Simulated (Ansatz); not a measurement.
Consider CuI in the wurtzite structure (space group P6_3mc, No. 186; a = 4.187 Å, c = 6.898 Å).

Modification: 0.314 holes added to each cell, a density of 3.0×10^21 cm⁻³, with a uniform compensating background at fixed cell and a 300 K Fermi–Dirac width.

All numbers come from plane-wave PAW DFT at the PBEsol level (Ansatz, an electronic-structure program, 420 eV), no spin-orbit coupling.

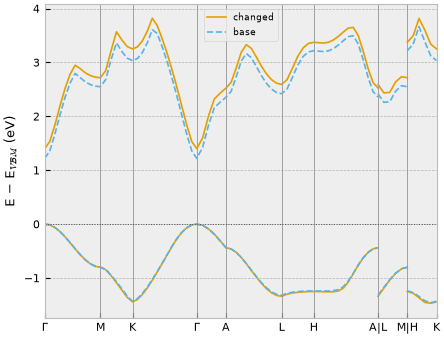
Fig. 1. Highest valence and lowest conduction band along the path, each from its own valence-band maximum

**Question.** Read the changed gap and its character from the plot.

**Answer.** About 1.4 eV, direct at Γ.

Charged cell with a jellium background: band edges are those of the host's band count, energies are not comparable with the neutral cell, and many-body gap narrowing is missing. With I present, leaving out spin-orbit coupling can change the band edges. Whether these cells are dynamically stable was not tested. The final runs are not spin-polarised. This is not the structure that CuI has at room temperature and ambient pressure.
